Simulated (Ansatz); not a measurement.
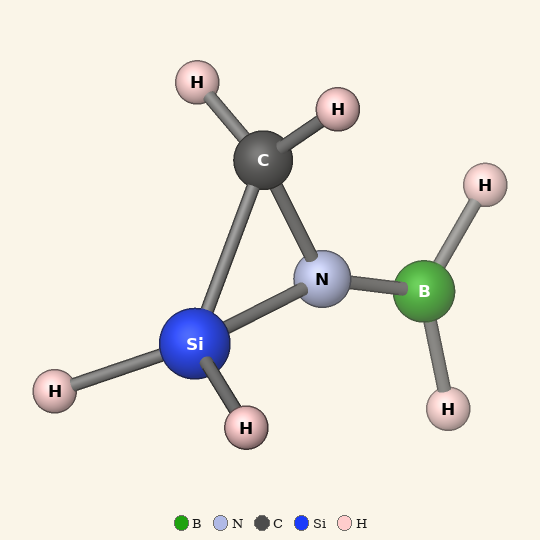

Distant atoms are faded towards the background colour. The computed structure is the end point of a PBE-D4/def2-SVP optimisation. No frequency run is at hand to confirm it as a minimum.

> List the symmetry elements and name the point group.

It has 1 mirror plane, so the point group is Cs. The group has 2 operations. The geometry is achiral, and symmetry allows a dipole moment.
